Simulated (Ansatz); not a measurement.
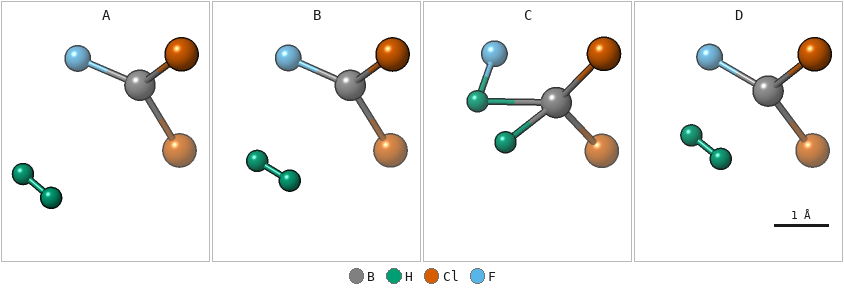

4 geometries from a converged minimum-energy path of BH2Cl2F, made up at the start of BHCl$_{2}$ and HF, shuffled. Style: ball-and-stick. Shown from a free direction.

Level of theory: RKS PBE0-D4/def2-SVP (Ansatz 0.2.0). Set-up: 9 movable images; climbing image; force threshold 0.05 eV/Å; iteration limit 60; starting path through a guess of the saddle point.

Question: Which frame is the top of the path?

Answer: C. In order along the path, whose images run from 0 to 10: C (image 4, +0.67 eV), D (image 6, −0.72 eV), B (image 8, −1.18 eV), A (image 10, −1.23 eV). Breaking: B–H (1.20 → 3.10 Å), F–H (0.92 → 2.87 Å). Forming: B–F (2.50 → 1.31 Å), H–H (2.51 → 0.76 Å).

Limits of the set-up: the start holds two separate molecules, 2.5 Å apart at their closest, whose relative position is a soft coordinate.
